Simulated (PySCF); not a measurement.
**Run report: C2H4AlFO (charge +1), geometry relaxation (part 2 of 2)**

Continued. System: C2H4AlFO, charge +1, multiplicity 2. Method: HF/6-31G*, UHF (PySCF 2.14.0). The atoms were displaced at random from an optimised geometry. The geometry is that of the parent species in another charge or spin state.

Geometry of the input (Å):
```
C  -1.5629  -0.3768  1.1183
C  -0.7512  -0.2980  0.0636
O  0.4824  0.2650  0.1452
Al 1.8214  0.5336  -0.9244
F  3.0573  1.3020  -0.2349
H  -1.2889  0.0806  2.0659
H  -2.5442  -0.8735  0.9829
H  -1.0039  -0.7266  -0.8822
H  1.8482  0.0829  -2.3900
```

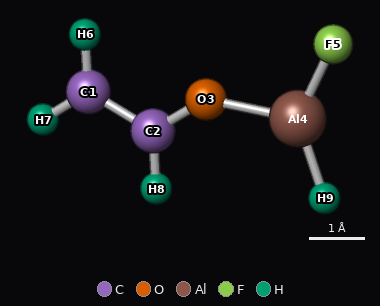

Fig. 1: The geometry at step 5 of the log (ball-and-stick view, seen at a tilt; atoms are numbered from 1 in the order of the input).

What the program printed, continued
```
--------------- SecondOrderUHF_Scanner gradients ---------------
         x                y                z
0 C     0.0004306779     0.0001736740    -0.0000404668
1 C     0.0005179308    -0.0000630358     0.0002274649
2 O    -0.0009516174    -0.0003408456    -0.0000720953
3 Al     0.0002403417     0.0000630844    -0.0001090402
4 F    -0.0000242362     0.0000034122    -0.0000070714
5 H    -0.0002440505    -0.0000254795     0.0001414031
6 H     0.0000118059     0.0000458366    -0.0000723172
7 H     0.0000861055     0.0001572660    -0.0000895280
8 H    -0.0000669577    -0.0000139123     0.0000216509
----------------------------------------------
cycle 8: E = -494.094170324  dE = -6.3608e-06  norm(grad) = 0.00133247
Step    7 : Displace = 4.336e-03/7.637e-03 (rms/max) Trust = 2.763e-01 (+) Grad = 4.442e-04/1.013e-03 (rms/max) E (change) = -494.0941703238 (-6.361e-06) Quality = 0.523
Hessian Eigenvalues: 2.26190e-02 2.29726e-02 2.30027e-02 ... 5.38276e-01 6.99542e-01 8.36458e-01

Geometry optimization cycle 9
Cartesian coordinates (Angstrom)
 Atom        New coordinates             dX        dY        dZ
   C  -1.553454  -0.353865   1.132059   -0.000285  0.000077 -0.000396
   C  -0.702846  -0.317055   0.001744   -0.001884  0.001273 -0.001574
   O   0.424117   0.209929   0.068768   -0.001281  0.000961 -0.000800
  Al   1.883825   0.550440  -0.957635   -0.000718 -0.000197  0.000357
   F   2.971700   1.335500  -0.070208   -0.001470 -0.001183  0.002233
   H  -1.222620   0.078578   2.057525    0.004236  0.000961 -0.002422
   H  -2.521309  -0.811138   1.061188    0.000177 -0.001603  0.003405
   H  -1.029426  -0.751048  -0.932633   -0.001567 -0.000658 -0.000752
   H   1.808348   0.047941  -2.416282    0.002793  0.000369 -0.000052
converged SCF energy = -494.09417263533  <S^2> = 0.76672356  2S+1 = 2.0166542
--------------- SecondOrderUHF_Scanner gradients ---------------
         x                y                z
0 C     0.0000745238    -0.0000477316    -0.0000446717
1 C     0.0000690395     0.0002688948    -0.0000403326
2 O    -0.0002313769    -0.0001578926     0.0001677697
3 Al     0.0000771271     0.0000053448    -0.0000911845
4 F    -0.0000344494    -0.0000049881     0.0000044213
5 H     0.0000486706     0.0000184366    -0.0000169007
6 H    -0.0000350659    -0.0000212080    -0.0000172168
7 H     0.0000428791    -0.0000583024     0.0000337920
8 H    -0.0000113479    -0.0000025534     0.0000043232
----------------------------------------------
cycle 9: E = -494.094172635  dE = -2.31151e-06  norm(grad) = 0.000471343
Step    8 : Displace = 2.800e-03/4.974e-03 (rms/max) Trust = 2.763e-01 (=) Grad = 1.571e-04/3.265e-04 (rms/max) E (change) = -494.0941726353 (-2.312e-06) Quality = 0.859
Hessian Eigenvalues: 2.26227e-02 2.28654e-02 2.30054e-02 ... 5.42760e-01 6.39517e-01 8.15463e-01

Geometry optimization cycle 10
Cartesian coordinates (Angstrom)
 Atom        New coordinates             dX        dY        dZ
   C  -1.553641  -0.353822   1.132192   -0.000188  0.000042  0.000133
   C  -0.702703  -0.317771   0.001957    0.000143 -0.000716  0.000213
   O   0.424325   0.209737   0.068562    0.000209 -0.000193 -0.000206
  Al   1.883833   0.550777  -0.957677    0.000008  0.000337 -0.000042
   F   2.972257   1.335559  -0.070620    0.000557  0.000059 -0.000411
   H  -1.223206   0.078563   2.057804   -0.000586 -0.000015  0.000279
   H  -2.521525  -0.810850   1.061207   -0.000217  0.000288  0.000019
   H  -1.029803  -0.751189  -0.932531   -0.000377 -0.000140  0.000102
   H   1.808800   0.048279  -2.416369    0.000451  0.000337 -0.000087
converged SCF energy = -494.09417289111  <S^2> = 0.76671466  2S+1 = 2.0166454
--------------- SecondOrderUHF_Scanner gradients ---------------
         x                y                z
0 C    -0.0000602377     0.0000064998     0.0000091074
1 C    -0.0000842289    -0.0000921748    -0.0000583564
2 O     0.0001168681     0.0000639329     0.0001133297
3 Al     0.0000231250     0.0000263903    -0.0000586307
4 F     0.0000005348    -0.0000029197    -0.0000026258
5 H     0.0000041659    -0.0000053919    -0.0000070519
6 H     0.0000159560     0.0000069969     0.0000072389
7 H    -0.0000183142     0.0000065906    -0.0000047745
8 H     0.0000021310    -0.0000099242     0.0000017635
----------------------------------------------
cycle 10: E = -494.094172891  dE = -2.55779e-07  norm(grad) = 0.000242865
```

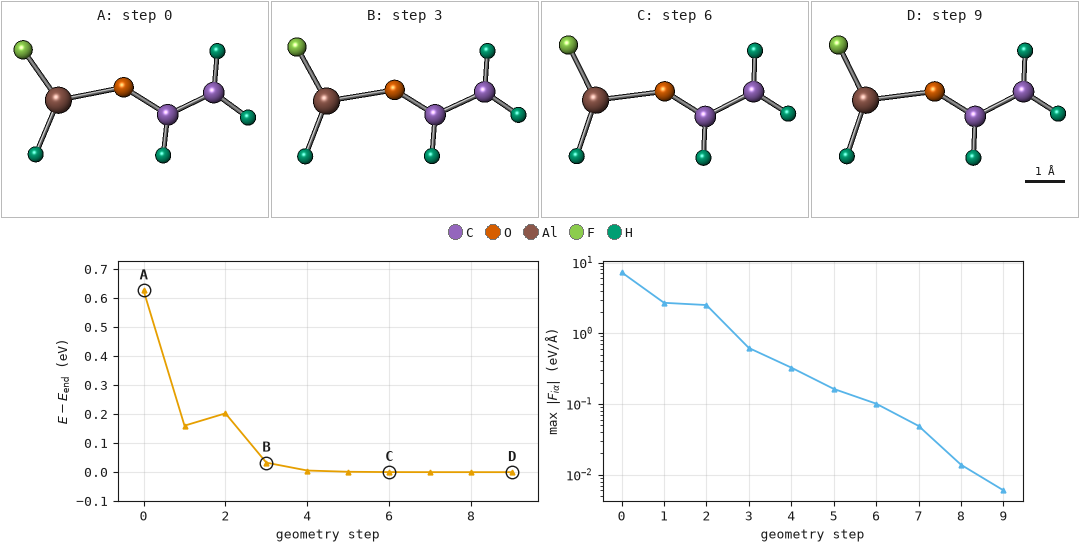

Fig. 2: Frames of the relaxation (ball-and-stick view, seen at a tilt) above the curves, on which the letters mark them (steps are counted from 0).

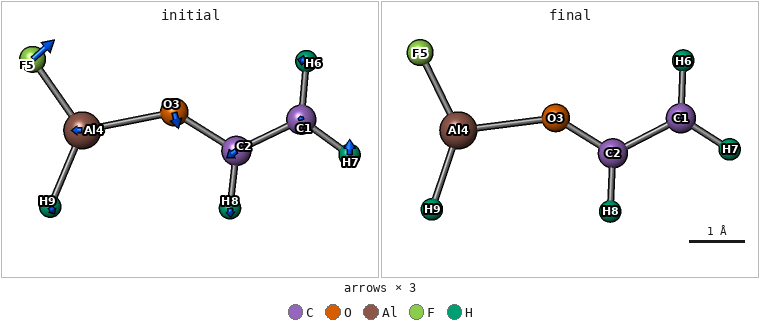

Fig. 3: Before (left) and after (right) the relaxation, at one scale (ball-and-stick view, seen at a tilt). The blue arrows give the displacements, magnified 3 times. After 9 geometry steps the energy has fallen by 0.626 eV. The largest force component goes from 7.3 to 0.006 eV/Å. The atom that moves furthest after the best rigid fit is F5 (0.19 Å). By element the largest moves are F 0.19 Å, O 0.11 Å, H 0.10 Å, C 0.08 Å, Al 0.07 Å. Among the contacts that change: C2–O3 1.358 → 1.246 Å, C1–C2 1.333 → 1.415 Å, O3–Al4 1.735 → 1.816 Å, C1–H7 1.108 → 1.073 Å. Among the angles that change: F5–Al4–H9 122.4° → 135.4°, O3–Al4–H9 123.9° → 115.7°, O3–Al4–F5 113.7° → 108.9°. (Atoms are counted from 1 in the order of the input.)

```
Step    9 : Displace = 5.167e-04/7.590e-04 (rms/max) Trust = 3.000e-01 (+) Grad = 8.096e-05/1.749e-04 (rms/max) E (change) = -494.0941728911 (-2.558e-07) Quality = 0.836
Hessian Eigenvalues: 2.26227e-02 2.28654e-02 2.30054e-02 ... 5.42760e-01 6.39517e-01 8.15463e-01
Converged! =D

converged: True
C          -1.55364146       -0.35382236        1.13219169
C          -0.70270308       -0.31777127        0.00195730
O           0.42432505        0.20973652        0.06856221
Al          1.88383277        0.55077729       -0.95767687
F           2.97225703        1.33555931       -0.07061953
H          -1.22320577        0.07856308        2.05780403
H          -2.52152539       -0.81084975        1.06120709
H          -1.02980280       -0.75118852       -0.93253090
H           1.80879965        0.04827871       -2.41636902

WARN: HOMO -0.208505669057902 >= LUMO -0.208505669057902

converged SCF energy = -494.094172891111  <S^2> = 0.76671402  2S+1 = 2.0166448
total energy: -494.09417289 hartree
frequencies (1/cm) [  36.3   90.   129.3  249.1  416.6  461.4  509.7  646.6  675.4  914.7
  974.  1106.5 1115.8 1321.9 1517.7 1613.  1790.8 2204.2 3344.3 3359.3
 3484. ]
temperature 298.1500 [K]
pressure 101325.00 [Pa]
Rotational constants [GHz] 15.86335 1.75489 1.58011
Symmetry number 1
Zero-point energy (ZPE) 0.05914 [Eh]   155279.480 [J/mol]
                           tot       elec      trans        rot        vib
Entropy [J/mol/K]       353.119      5.763    164.871    110.432     72.054
Cv [J/mol/K]             88.350      0.000     12.472     12.472     63.407
Cp [J/mol/K]             96.664      0.000     20.786     12.472     63.407
Internal energy [J/mol]                      3718.434   3718.434 165698.997
Internal energy [Eh]   -494.02823  -494.09417
Enthalpy [J/mol]                             6197.391   3718.434 165698.997
Enthalpy [Eh]          -494.02728
Gibbs free energy [J/mol]                  -42958.784 -29206.745 144216.194
Gibbs free energy [Eh] -494.06738
```

Trajectory as extended XYZ (Å, eV, eV/Å), 10 frames, from step=0 to step=9
```
9
Properties=species:S:1:pos:R:3:forces:R:3 step=0 energy=-13444.36090
C    -1.5629   -0.3768    1.1183   -3.1493  -0.1700   3.1337
C    -0.7512   -0.2980    0.0636    7.2724   1.9507  -2.8197
O     0.4824    0.2650    0.1452   -5.8235  -2.2098   0.6463
Al    1.8214    0.5336   -0.9244    1.4102   0.3842  -0.7720
F     3.0573    1.3020   -0.2349   -0.0544   0.0769   0.3132
H    -1.2889    0.0806    2.0659   -0.1860  -0.3248  -0.3573
H    -2.5442   -0.8735    0.9829    1.0588   0.5470   0.3899
H    -1.0039   -0.7266   -0.8822   -0.1758  -0.0315  -0.3129
H     1.8482    0.0829   -2.3900   -0.3523  -0.2227  -0.2212
9
Properties=species:S:1:pos:R:3:forces:R:3 step=1 energy=-13444.82710
C    -1.5244   -0.3543    1.1279   -1.6963  -0.3888   0.4037
C    -0.7509   -0.3269   -0.0240    2.6955   0.9527   0.4920
O     0.4011    0.2154    0.1033   -1.8401  -0.8143  -0.5047
Al    1.8023    0.5260   -0.9188    1.2012   0.3843  -0.4664
F     2.9575    1.2997   -0.1022   -0.1233  -0.0046   0.1522
H    -1.1805    0.1157    2.0340    0.0724  -0.1023  -0.1780
H    -2.4995   -0.8203    1.0910    0.2452   0.1296   0.1886
H    -1.0268   -0.7590   -0.9690   -0.2585  -0.0134  -0.0411
H     1.8794    0.0930   -2.3976   -0.2962  -0.1432  -0.0463
9
Properties=species:S:1:pos:R:3:forces:R:3 step=2 energy=-13444.78458
C    -1.6148   -0.3865    1.1431    1.6311   0.9338   0.1317
C    -0.6420   -0.2567    0.0978   -2.5052  -1.8091  -1.5966
O     0.4666    0.2453    0.1319    1.4649   1.1358   1.3716
Al    1.8467    0.5263   -0.9848    0.7819   0.2925  -0.1671
F     3.0158    1.3067   -0.1933   -0.1569  -0.0653   0.0110
H    -1.3684    0.0450    2.0887   -0.1532  -0.0042   0.3676
H    -2.5517   -0.8604    0.9837   -0.2757  -0.2335  -0.2714
H    -0.8942   -0.6726   -0.8673   -0.5554  -0.1835   0.0408
H     1.8004    0.0421   -2.4554   -0.2317  -0.0666   0.1124
9
Properties=species:S:1:pos:R:3:forces:R:3 step=3 energy=-13444.95469
C    -1.5790   -0.3698    1.1425    0.6189   0.3741  -0.1507
C    -0.6867   -0.2962    0.0356   -0.5297  -0.4932  -0.2967
O     0.4392    0.2240    0.1029   -0.0368   0.1517   0.3592
Al    1.8554    0.5356   -0.9661    0.5414   0.1997  -0.1199
F     2.9928    1.3159   -0.1322   -0.1092  -0.0370   0.0338
H    -1.2858    0.0749    2.0723   -0.0029  -0.0095   0.1294
H    -2.5350   -0.8348    1.0425   -0.1385  -0.1166  -0.0977
H    -0.9828   -0.7243   -0.9129   -0.1571  -0.0099   0.0703
H     1.8402    0.0640   -2.4401   -0.1862  -0.0591   0.0722
9
Properties=species:S:1:pos:R:3:forces:R:3 step=4 energy=-13444.98173
C    -1.5550   -0.3535    1.1330   -0.0544  -0.0668  -0.0443
C    -0.7019   -0.3250    0.0034   -0.3267   0.0032   0.1486
O     0.4201    0.2037    0.0824    0.2624   0.0575  -0.1109
Al    1.8666    0.5434   -0.9529    0.2359   0.0976  -0.0354
F     2.9709    1.3311   -0.0857   -0.0571  -0.0188   0.0296
H    -1.2218    0.0856    2.0548   -0.0131  -0.0132  -0.0047
H    -2.5241   -0.8099    1.0644    0.0210   0.0161   0.0140
H    -1.0294   -0.7505   -0.9342    0.0233  -0.0351  -0.0063
H     1.8330    0.0643   -2.4207   -0.0913  -0.0405   0.0093
9
Properties=species:S:1:pos:R:3:forces:R:3 step=5 energy=-13444.98607
C    -1.5546   -0.3516    1.1340   -0.0423  -0.0388  -0.0438
C    -0.7055   -0.3133    0.0018    0.1489   0.0421   0.1487
O     0.4245    0.2129    0.0729   -0.1634  -0.0724  -0.0919
Al    1.8800    0.5473   -0.9592    0.0659   0.0340   0.0078
F     2.9735    1.3321   -0.0775   -0.0124  -0.0042   0.0080
H    -1.2308    0.0776    2.0636    0.0291   0.0118  -0.0299
H    -2.5187   -0.8168    1.0608   -0.0057   0.0124   0.0055
H    -1.0327   -0.7509   -0.9308    0.0162   0.0306  -0.0094
H     1.8225    0.0521   -2.4210   -0.0362  -0.0154   0.0050
9
Properties=species:S:1:pos:R:3:forces:R:3 step=6 energy=-13444.98714
C    -1.5553   -0.3542    1.1318    0.0415   0.0081  -0.0071
C    -0.7037   -0.3187    0.0019    0.0602   0.0426   0.0221
O     0.4246    0.2096    0.0709   -0.1010  -0.0549  -0.0359
Al    1.8834    0.5512   -0.9570    0.0032  -0.0018   0.0065
F     2.9739    1.3360   -0.0726   -0.0053   0.0000   0.0042
H    -1.2207    0.0789    2.0555   -0.0195  -0.0031   0.0129
H    -2.5235   -0.8111    1.0626    0.0030   0.0032  -0.0006
H    -1.0320   -0.7519   -0.9324    0.0259   0.0076  -0.0029
H     1.8116    0.0495   -2.4162   -0.0080  -0.0016   0.0008
9
Properties=species:S:1:pos:R:3:forces:R:3 step=7 energy=-13444.98731
C    -1.5532   -0.3539    1.1325   -0.0221  -0.0089   0.0021
C    -0.7010   -0.3183    0.0033   -0.0266   0.0032  -0.0117
O     0.4254    0.2090    0.0696    0.0489   0.0175   0.0037
Al    1.8845    0.5506   -0.9580   -0.0124  -0.0032   0.0056
F     2.9732    1.3367   -0.0724    0.0012  -0.0002   0.0004
H    -1.2269    0.0776    2.0599    0.0126   0.0013  -0.0073
H    -2.5215   -0.8095    1.0578   -0.0006  -0.0024   0.0037
H    -1.0279   -0.7504   -0.9319   -0.0044  -0.0081   0.0046
H     1.8056    0.0476   -2.4162    0.0034   0.0007  -0.0011
9
Properties=species:S:1:pos:R:3:forces:R:3 step=8 energy=-13444.98737
C    -1.5535   -0.3539    1.1321   -0.0038   0.0025   0.0023
C    -0.7028   -0.3171    0.0017   -0.0036  -0.0138   0.0021
O     0.4241    0.2099    0.0688    0.0119   0.0081  -0.0086
Al    1.8838    0.5504   -0.9576   -0.0040  -0.0003   0.0047
F     2.9717    1.3355   -0.0702    0.0018   0.0003  -0.0002
H    -1.2226    0.0786    2.0575   -0.0025  -0.0009   0.0009
H    -2.5213   -0.8111    1.0612    0.0018   0.0011   0.0009
H    -1.0294   -0.7510   -0.9326   -0.0022   0.0030  -0.0017
H     1.8083    0.0479   -2.4163    0.0006   0.0001  -0.0002
9
Properties=species:S:1:pos:R:3:forces:R:3 step=9 energy=-13444.98738
C    -1.5536   -0.3538    1.1322    0.0031  -0.0003  -0.0005
C    -0.7027   -0.3178    0.0020    0.0043   0.0047   0.0030
O     0.4243    0.2097    0.0686   -0.0060  -0.0033  -0.0058
Al    1.8838    0.5508   -0.9577   -0.0012  -0.0014   0.0030
F     2.9723    1.3356   -0.0706    0.0000   0.0001   0.0001
H    -1.2232    0.0786    2.0578   -0.0002   0.0003   0.0004
H    -2.5215   -0.8108    1.0612   -0.0008  -0.0004  -0.0004
H    -1.0298   -0.7512   -0.9325    0.0009  -0.0003   0.0002
H     1.8088    0.0483   -2.4164   -0.0001   0.0005  -0.0001
```

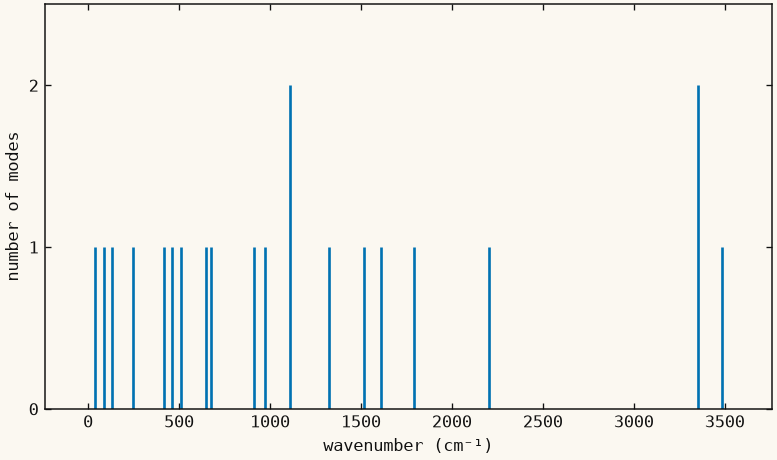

Fig. 4: Harmonic vibrational wavenumbers from the force constants; neighbouring modes closer than 16 cm⁻¹ are counted in one stick. 21 modes from 36 to 3484 cm⁻¹, none imaginary.

Summary

```csv
quantity,value
outcome,converged
total energy,−494.094173 hartree
basis functions,82
⟨S²⟩,0.767
zero-point energy,0.059143 hartree
"wavenumbers, lowest and highest",36 and 3484 cm⁻¹
hardware,"1 thread of Arm Neoverse V2, 24 GiB of memory available, shared host"
wall time,2.1 min
peak memory,0.21 GiB
```

Remarks

Further notes kept with the run: dipole of an ion depends on the origin.
